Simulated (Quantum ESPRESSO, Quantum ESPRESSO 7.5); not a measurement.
# W(100), 5 layers against a metal electrode, stepped through the charge of the slab

What law, if any, do the results for W(100), 5 layers against a metal electrode follow against the charge of the slab?

Program: Quantum ESPRESSO 7.5. Level of theory: plane-wave DFT, PBE, GBRV ultrasoft pseudopotentials. Results are calculated unless marked as measured.

### Step 1. Set-up

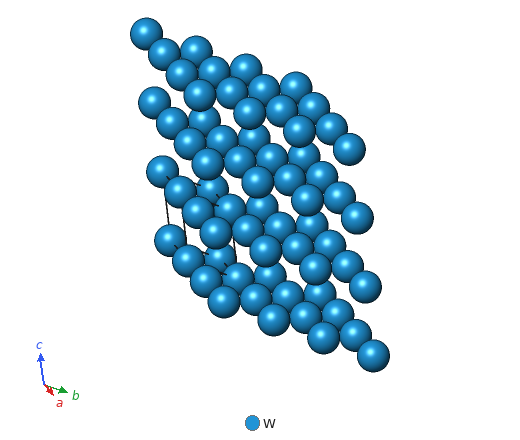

The starting structure, seen from the side, with the c axis up (tungsten blue). 3×3×3 cells are drawn. Some periodic images of atoms are drawn too.

Coordinates:

```cif
data_structure
_symmetry_space_group_name_H-M 'P 1'
_symmetry_Int_Tables_number 1
_cell_length_a 2.7366
_cell_length_b 2.7366
_cell_length_c 2.7366
_cell_angle_alpha 109.471
_cell_angle_beta 109.471
_cell_angle_gamma 109.471
_cell_volume 15.78
loop_
_atom_site_label
_atom_site_type_symbol
_atom_site_fract_x
_atom_site_fract_y
_atom_site_fract_z
_atom_site_occupancy
W1 W 0.00000 0.00000 0.00000 1
```

Set-up: The slab is relaxed neutral, then held. ESM with bc3: vacuum below and a metal electrode about 6 Å above the top atoms. Cold smearing of 0.02 Ry. Charges are set per cell from the starting area. The slabs take the lattice constants of the bulk relaxed by the same program.

Members 2, 3, 4.5, 6, 7 and 8 took the same steps and show in the table alone.

### Step 2. Relaxing cell and ions of the reference

The bulk crystal is relaxed in cell and atoms; the members are built on its lattice constants.

Contents of ref.vc.in:

```
&control
  prefix = 'ref.vc'
  outdir = './out'
  pseudo_dir = './pseudo'
  nstep = 40
  forc_conv_thr = 0.0003
  calculation = 'vc-relax'
/
&system
  ibrav = 0
  nat = 1
  ntyp = 1
  ecutwfc = 50
  ecutrho = 250
  occupations = 'smearing'
  smearing = 'mv'
  degauss = 0.02
/
&electrons
  conv_thr = 1e-09
  mixing_beta = 0.4
  electron_maxstep = 120
/
&ions
/
&cell
  press_conv_thr = 0.3
/
ATOMIC_SPECIES
  W   183.8400  w_pbe_v1.2.uspp.F.UPF
CELL_PARAMETERS angstrom
  -1.58000000000000 1.58000000000000 1.58000000000000
  1.58000000000000 -1.58000000000000 1.58000000000000
  1.58000000000000 1.58000000000000 -1.58000000000000
ATOMIC_POSITIONS crystal
  W   0.000000000000 0.000000000000 0.000000000000
K_POINTS automatic
  18 18 18 0 0 0
```

On the command line:

```bash
$ OMP_NUM_THREADS=1 mpirun -n 4 pw.x -nk 4 -in ref.vc.in > ref.vc.out
```

Log:

```text
Program PWSCF v.7.5 starts
[citation notice left out]

     Parallel version (MPI & OpenMP), running on       4 processor cores
     Number of MPI processes:                 4
     Threads/MPI process:                     1

     MPI processes distributed on     1 nodes
[...]
Current dimensions of program PWSCF are:
     Max number of different atomic species (ntypx) = 10
     Max number of k-points (npk) =  40000
     Max angular momentum in pseudopotentials (lmaxx) =  4
     Message from routine setup:
     using ibrav=0 with symmetry is DISCOURAGED, use correct ibrav instead

     K-points division:     npool     =       4
     Subspace diagonalization in iterative solution of the eigenvalue problem:
     a serial algorithm will be used

     G-vector sticks info
     --------------------
     sticks:   dense  smooth     PW     G-vecs:    dense   smooth      PW
     Sum         487     399    159                 7011     5089    1253

     Using Slab Decomposition

     bravais-lattice index     =            0
     lattice parameter (alat)  =       5.1715  a.u.
     unit-cell volume          =     106.4701 (a.u.)^3
     number of atoms/cell      =            1
     number of atomic types    =            1
     number of electrons       =        14.00
     number of Kohn-Sham states=           11
     kinetic-energy cutoff     =      50.0000  Ry
     charge density cutoff     =     250.0000  Ry
     scf convergence threshold =      1.0E-09
     mixing beta               =       0.4000
     number of iterations used =            8  plain     mixing
     energy convergence thresh.=      1.0E-04
     force convergence thresh. =      3.0E-04
     press convergence thresh. =      3.0E-01
     Exchange-correlation= SLA  PW   PBE  PBE
                           (   1   4   3   4   0   0   0)
     nstep                     =           40

     celldm(1)=   5.171501  celldm(2)=   0.000000  celldm(3)=   0.000000
     celldm(4)=   0.000000  celldm(5)=   0.000000  celldm(6)=   0.000000

     crystal axes: (cart. coord. in units of alat)
               a(1) = (  -0.577350   0.577350   0.577350 )
               a(2) = (   0.577350  -0.577350   0.577350 )
               a(3) = (   0.577350   0.577350  -0.577350 )

     reciprocal axes: (cart. coord. in units 2 pi/alat)
               b(1) = ( -0.000000  0.866025  0.866025 )
               b(2) = (  0.866025 -0.000000  0.866025 )
               b(3) = (  0.866025  0.866025  0.000000 )

     PseudoPot. # 1 for W  read from file:
     ./pseudo/w_pbe_v1.2.uspp.F.UPF
     Pseudo is Ultrasoft + core correction, Zval = 14.0
     Generated by new atomic code, or converted to UPF format
     Using radial grid of  923 points,  8 beta functions with:
                l(1) =   0
                l(2) =   0
                l(3) =   0
                l(4) =   1
                l(5) =   1
                l(6) =   2
                l(7) =   2
                l(8) =   3
     Q(r) pseudized with  6 coefficients,  rinner =    1.350   1.350   1.350
                                                       1.350   1.350   1.350
                                                       1.350

     atomic species   valence    mass     pseudopotential
     W                14.00   183.84000     W ( 1.00)

     48 Sym. Ops., with inversion, found

   Cartesian axes

     site n.     atom                  positions (alat units)
         1        W      tau(   1) = (   0.0000000   0.0000000   0.0000000  )

     number of k points=   195  Marzari-Vanderbilt smearing, width (Ry)=  0.0200

     Number of k-points >= 100: set verbosity='high' to print them.

     Dense  grid:     7011 G-vectors     FFT dimensions: (  25,  25,  25)

     Smooth grid:     5089 G-vectors     FFT dimensions: (  24,  24,  24)

     Estimated max dynamical RAM per process >      26.53 MB

     Estimated total dynamical RAM >     100.97 MB

     Initial potential from superposition of free atoms

     starting charge      13.8997, renormalised to      14.0000

     negative rho (up, down):  5.992E-02 0.000E+00
     Starting wfcs are   13 randomized atomic wfcs

     total cpu time spent up to now is        0.8 secs

     per-process dynamical memory:    21.6 Mb

     Self-consistent Calculation

     iteration #  1     ecut=    50.00 Ry     beta= 0.40
     Davidson diagonalization with overlap
     ethr =  1.00E-02,  avg # of iterations =  2.9

     Threshold (ethr) on eigenvalues was too large:
     Diagonalizing with lowered threshold

     Davidson diagonalization with overlap
     ethr =  3.71E-04,  avg # of iterations =  1.3

     negative rho (up, down):  6.103E-02 0.000E+00

     total cpu time spent up to now is        2.0 secs

     total energy              =    -159.14020895 Ry
     estimated scf accuracy    <       0.05476561 Ry

     iteration #  2     ecut=    50.00 Ry     beta= 0.40
[...]
negative rho (up, down):  6.264E-02 0.000E+00

[...]
total energy              =    -159.14044690 Ry
     estimated scf accuracy    <       0.00829961 Ry

     iteration #  3     ecut=    50.00 Ry     beta= 0.40
[...]
negative rho (up, down):  6.388E-02 0.000E+00

[...]
total energy              =    -159.14176880 Ry
     estimated scf accuracy    <       0.00040181 Ry

     iteration #  4     ecut=    50.00 Ry     beta= 0.40
[...]
negative rho (up, down):  6.379E-02 0.000E+00

[...]
total energy              =    -159.14179289 Ry
     estimated scf accuracy    <       0.00002002 Ry

     iteration #  5     ecut=    50.00 Ry     beta= 0.40
[...]
negative rho (up, down):  6.373E-02 0.000E+00

[...]
total energy              =    -159.14179807 Ry
     estimated scf accuracy    <       0.00000023 Ry

     iteration #  6     ecut=    50.00 Ry     beta= 0.40
[...]
negative rho (up, down):  6.356E-02 0.000E+00

[...]
total energy              =    -159.14179816 Ry
     estimated scf accuracy    <       0.00000012 Ry

     iteration #  7     ecut=    50.00 Ry     beta= 0.40
[...]
negative rho (up, down):  6.357E-02 0.000E+00

[...]
total energy              =    -159.14179815 Ry
     estimated scf accuracy    <       0.00000007 Ry

     iteration #  8     ecut=    50.00 Ry     beta= 0.40
[...]
negative rho (up, down):  6.358E-02 0.000E+00

[...]
one-electron contribution =     -15.92230046 Ry
     hartree contribution      =      16.06766203 Ry
     xc contribution           =     -41.22057299 Ry
     ewald contribution        =    -118.06650443 Ry

     convergence has been achieved in   4 iterations

     negative rho (up, down):  6.417E-02 0.000E+00

     Forces acting on atoms (cartesian axes, Ry/au):

     atom    1 type  1   force =     0.00000000    0.00000000    0.00000000

     Total force =     0.000000     Total SCF correction =     0.000000

     Computing stress (Cartesian axis) and pressure

     negative rho (up, down):  6.417E-02 0.000E+00
          total   stress  (Ry/bohr**3)                   (kbar)     P=      -42.68
  -0.00029012   0.00000000   0.00000000          -42.68        0.00        0.00
   0.00000000  -0.00029012   0.00000000            0.00      -42.68        0.00
   0.00000000   0.00000000  -0.00029012            0.00        0.00      -42.68

     Energy error            =      3.0E-04 Ry
     Gradient error          =      0.0E+00 Ry/Bohr
     Cell gradient error     =      4.3E+01 kbar

     number of scf cycles    =   2
     number of bfgs steps    =   1

     enthalpy           old  =    -159.1417981507 Ry
     enthalpy           new  =    -159.1420936273 Ry

     CASE: enthalpy          _new < enthalpy          _old

     new trust radius        =       0.0094288146 bohr
     new conv_thr            =            1.0E-11 Ry

     new unit-cell volume =    108.77395 a.u.^3 (    16.11864 Ang^3 )
     density =     18.93916 g/cm^3

CELL_PARAMETERS (angstrom)
  -1.591314812   1.591314812   1.591314812
   1.591314812  -1.591314812   1.591314812
   1.591314812   1.591314812  -1.591314812

ATOMIC_POSITIONS (crystal)
W                0.0000000000        0.0000000000        0.0000000000

[...]
NEW-OLD atomic charge density approx. for the potential
     New effective cutoffs (rho, wfc):  244.48   49.29

     negative rho (up, down):  6.395E-02 0.000E+00

     total cpu time spent up to now is        9.5 secs

     per-process dynamical memory:    34.0 Mb

     Self-consistent Calculation

     iteration #  1     ecut=    50.00 Ry     beta= 0.40
     Davidson diagonalization with overlap
     ethr =  1.00E-06,  avg # of iterations =  4.0

     Threshold (ethr) on eigenvalues was too large:
     Diagonalizing with lowered threshold

     Davidson diagonalization with overlap
     ethr =  5.27E-08,  avg # of iterations =  1.2

     negative rho (up, down):  6.396E-02 0.000E+00

     total cpu time spent up to now is       10.6 secs

     total energy              =    -159.14231727 Ry
     estimated scf accuracy    <       0.00000712 Ry

[...]
iteration #  6     ecut=    50.00 Ry     beta= 0.40
[...]
negative rho (up, down):  6.395E-02 0.000E+00

[...]
End of self-consistent calculation

     Number of k-points >= 100: set verbosity='high' to print the bands.

     the Fermi energy is    22.2692 ev

!    total energy              =    -159.14231762 Ry
     estimated scf accuracy    <          9.7E-13 Ry
     smearing contrib. (-TS)   =      -0.00035755 Ry
     internal energy E=F+TS    =    -159.14196007 Ry

     The total energy is F=E-TS. E is the sum of the following terms:
     one-electron contribution =     -15.18366987 Ry
     hartree contribution      =      15.88104193 Ry
     xc contribution           =     -41.24033435 Ry
     ewald contribution        =    -118.59899778 Ry

     convergence has been achieved in   6 iterations

     negative rho (up, down):  6.395E-02 0.000E+00

     Forces acting on atoms (cartesian axes, Ry/au):

     atom    1 type  1   force =     0.00000000    0.00000000    0.00000000

     Total force =     0.000000     Total SCF correction =     0.000000

     Computing stress (Cartesian axis) and pressure

     negative rho (up, down):  6.395E-02 0.000E+00
          total   stress  (Ry/bohr**3)                   (kbar)     P=       -1.40
  -0.00000948   0.00000000   0.00000000           -1.40        0.00        0.00
   0.00000000  -0.00000948   0.00000000            0.00       -1.40        0.00
   0.00000000   0.00000000  -0.00000948            0.00        0.00       -1.40

     Energy error            =      2.2E-04 Ry
     Gradient error          =      0.0E+00 Ry/Bohr
     Cell gradient error     =      1.4E+00 kbar

     number of scf cycles    =   3
     number of bfgs steps    =   2

     enthalpy           old  =    -159.1420936273 Ry
     enthalpy           new  =    -159.1423176195 Ry

     CASE: enthalpy          _new < enthalpy          _old

     new trust radius        =       0.0003150174 bohr
     new conv_thr            =            1.0E-11 Ry

     new unit-cell volume =    108.72468 a.u.^3 (    16.11133 Ang^3 )
     density =     18.94775 g/cm^3

CELL_PARAMETERS (angstrom)
  -1.591074488   1.591074488   1.591074488
   1.591074488  -1.591074488   1.591074488
   1.591074488   1.591074488  -1.591074488

ATOMIC_POSITIONS (crystal)
W                0.0000000000        0.0000000000        0.0000000000

[...]
NEW-OLD atomic charge density approx. for the potential
     New effective cutoffs (rho, wfc):  244.55   49.30

     negative rho (up, down):  6.395E-02 0.000E+00

     total cpu time spent up to now is       13.6 secs

     per-process dynamical memory:    34.0 Mb

[...]
!    total energy              =    -159.14231785 Ry
[...]
Total force =     0.000000     Total SCF correction =     0.000000
[...]
Self-consistent Calculation

     iteration #  1     ecut=    50.00 Ry     beta= 0.40
     Davidson diagonalization with overlap
     c_bands:  1 eigenvalues not converged
     ethr =  1.00E-06,  avg # of iterations =  9.7

     negative rho (up, down):  6.290E-02 0.000E+00

     total cpu time spent up to now is       18.2 secs

     total energy              =    -159.14011622 Ry
     estimated scf accuracy    <       0.05829324 Ry

[...]
iteration # 11     ecut=    50.00 Ry     beta= 0.40
[...]
negative rho (up, down):  6.628E-02 0.000E+00

[...]
End of self-consistent calculation

     Number of k-points >= 100: set verbosity='high' to print the bands.

     the Fermi energy is    22.2806 ev

!    total energy              =    -159.14242300 Ry
     estimated scf accuracy    <          5.1E-12 Ry
     smearing contrib. (-TS)   =      -0.00035692 Ry
     internal energy E=F+TS    =    -159.14206608 Ry

     The total energy is F=E-TS. E is the sum of the following terms:
     one-electron contribution =     -15.15918726 Ry
     hartree contribution      =      15.87502844 Ry
     xc contribution           =     -41.24099565 Ry
     ewald contribution        =    -118.61691162 Ry

     convergence has been achieved in  11 iterations

     negative rho (up, down):  6.628E-02 0.000E+00

     Forces acting on atoms (cartesian axes, Ry/au):

     atom    1 type  1   force =     0.00000000    0.00000000    0.00000000

     Total force =     0.000000     Total SCF correction =     0.000000

     Computing stress (Cartesian axis) and pressure

     negative rho (up, down):  6.628E-02 0.000E+00
          total   stress  (Ry/bohr**3)                   (kbar)     P=        1.41
   0.00000956  -0.00000000  -0.00000000            1.41       -0.00       -0.00
  -0.00000000   0.00000956  -0.00000000           -0.00        1.41       -0.00
  -0.00000000  -0.00000000   0.00000956           -0.00       -0.00        1.41

[...]
=------------------------------------------------------------------------------=
   JOB DONE.
=------------------------------------------------------------------------------=
```

Elapsed: 25 s, on 4 MPI ranks of Arm Neoverse V1, shared host; peak memory 0.27 GiB; 98 s of CPU time.

The steps of the relaxation:

| step | energy less that of the first step (eV) | largest force (eV/Å) | volume (Å³) |
| --- | --- | --- | --- |
| 1 | 0.0000 | 0.0000 | 15.78 |
| 2 | -0.0040 | 0.0000 | 16.34 |
| 3 | -0.0071 | 0.0000 | 16.12 |
| 4 | -0.0071 | 0.0000 | 16.11 |
| 5 | -0.0085 | 0.0000 | 16.11 |

```csv
"conventional cell, symmetrised",before,after,change
a (Å),3.160,3.182,+0.7 %
b (Å),3.160,3.182,+0.7 %
c (Å),3.160,3.182,+0.7 %
volume (Å³/atom),15.78,16.11,+2.1 %
```

Final coordinates:

```cif
data_structure
_symmetry_space_group_name_H-M 'P 1'
_symmetry_Int_Tables_number 1
_cell_length_a 2.7558
_cell_length_b 2.7558
_cell_length_c 2.7558
_cell_angle_alpha 109.471
_cell_angle_beta 109.471
_cell_angle_gamma 109.471
_cell_volume 16.11
loop_
_atom_site_label
_atom_site_type_symbol
_atom_site_fract_x
_atom_site_fract_y
_atom_site_fract_z
_atom_site_occupancy
W1 W 0.00000 0.00000 0.00000 1
```

 The last row is no step: it is a fresh SCF in the final cell with a new plane-wave basis, -1 meV from the row before.

This step gave:

| Item | Value |
| --- | --- |
| free energy | -2165.2430 eV |
| Fermi energy | 22.28 eV |

(Part 1 of 4 ends here.)

[Logs are printed without paths, hosts, clocks, repeated set-up lines and the standing remarks that a program may print on its own settings, such as how far it seeks lower states.]

[Hosts, paths, dates, database ids (printed as entryN), source tags and the programs' standing remarks are cut or masked in the printed files.]

[Maps of the electrostatic potential energy from Ansatz leave out the sawtooth potential of an applied field or a dipole correction, so their vacuum need not be flat; planar profiles and work functions include it.]
